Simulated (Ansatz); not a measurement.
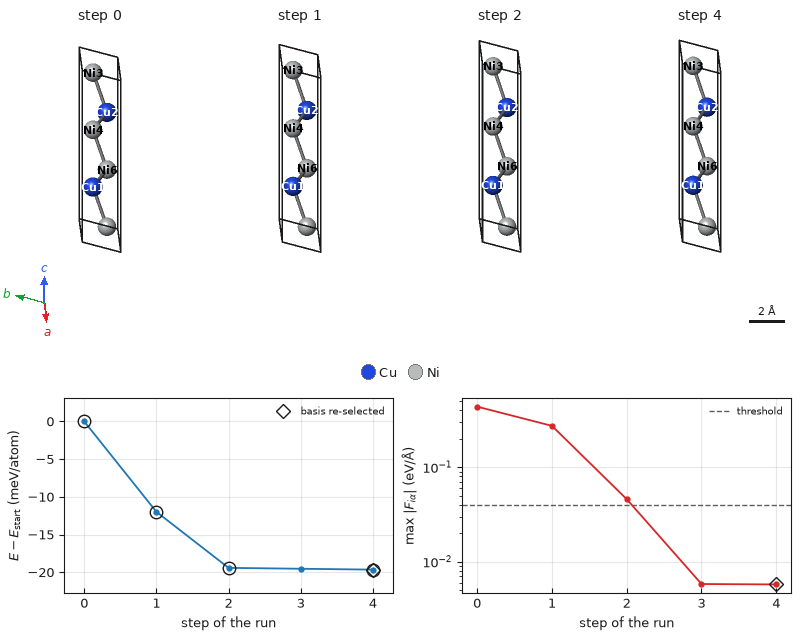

Frames of a relaxation of crystalline CuNi₂ (a generated structure, set up in P6_3/mmc) (coarse preliminary run), marked on the history of the run. The picture is a ball-and-stick view of the cell of the calculation, seen from a free direction.

Method: DFT PBE, scalar-relativistic, plane waves, PAW in Ansatz 0.2.0.

Input file:
```yaml
crystal:
  lattice:
    - [2.51616855, 0.0, 0.0]
    - [-1.25808428, 2.17906589, 0.0]
    - [0.0, 0.0, 11.99061757]
  atoms:
    - { symbol: Cu, position: [0.33333333, 0.66666667, 0.25] }
    - { symbol: Cu, position: [0.66666667, 0.33333333, 0.75] }
    - { symbol: Ni, position: [0.33333333, 0.66666667, 0.91666667], spin: 2.0 }
    - { symbol: Ni, position: [0.33333333, 0.66666667, 0.58333333], spin: 2.0 }
    - { symbol: Ni, position: [0.66666667, 0.33333333, 0.08333333], spin: 2.0 }
    - { symbol: Ni, position: [0.66666667, 0.33333333, 0.41666667], spin: 2.0 }
basis:
  ecutwfc: 420
kpoints:
  mp_grid: { grid: [6, 6, 2] }
hamiltonian:
  xc: pbe
scf:
  occupations: { method: gaussian, width: 0.1 }
  lower_state_search: "off"
output:
  forces: true
  stress: true
  eigenvalues: true
  populations: true
magnetization:
  spin_polarized: true
relax:
  adjacent_minimum: "off"
  f_tol: 0.04
  max_steps: 70
  cell: { stress_tol: 0.4 }
```

Launched with:
```bash
ansatz run input.yaml --threads 1 --pin off --max-ram 2560MiB --backend cpu --events-out ev --progress --plain --runs-dir out
```

Question: What happens along the run?

Answer: After 3 accepted moves (4 points after the start) the energy has fallen by 19.6 meV per atom. Largest force component: 0.44 eV/Å at the start, 0.0057 eV/Å at the end. Pressure: 4.67 GPa at the start and 0.06 GPa at the end. At 1 point the geometry stayed and the basis and grid were re-selected for the new cell (energy shift of 0.1 meV per atom at most each time). The largest moves relative to the cell, 0.032 Å, are those of Ni3, Ni4, Ni5 and Ni6. Ni3 goes along +c. Cu stays in place. Cell: a = b 2.516 → 2.498 Å (−0.7 %), c 11.991 → 12.468 Å (+4.0 %). Volume +2.5 %. Among the contacts that change: Cu1–Ni5 2.471 → 2.556 Å, Ni3–Ni3 2.516 → 2.498 Å, Cu1–Cu1 2.516 → 2.498 Å, Ni3–Ni5 2.471 → 2.477 Å. The space group stays P6_3/mmc (No. 194). From step 0 to 1: volume +1.1 %, energy −12.0 meV per atom. From step 1 to 2: Ni atoms move most (0.02 Å), volume +1.2 %, energy −7.4 meV per atom. From step 2 to 4: volume +0.2 %, energy −0.2 meV per atom.

| step | E − E(0), meV/atom | largest force component, eV/Å | pressure, GPa | volume, Å³/atom | note |
| --- | --- | --- | --- | --- | --- |
| 0 | 0.00 | 0.4379 | 4.67 | 10.957 |  |
| 1 | -11.98 | 0.2741 | 2.40 | 11.079 |  |
| 2 | -19.41 | 0.0459 | 0.30 | 11.215 |  |
| 3 | -19.53 | 0.0058 | 0.06 | 11.234 |  |
| 4 | -19.64 | 0.0057 | 0.06 | 11.234 | same geometry, new basis |

Limits of the set-up: the k-point mesh is coarse for a cell with partly filled bands.
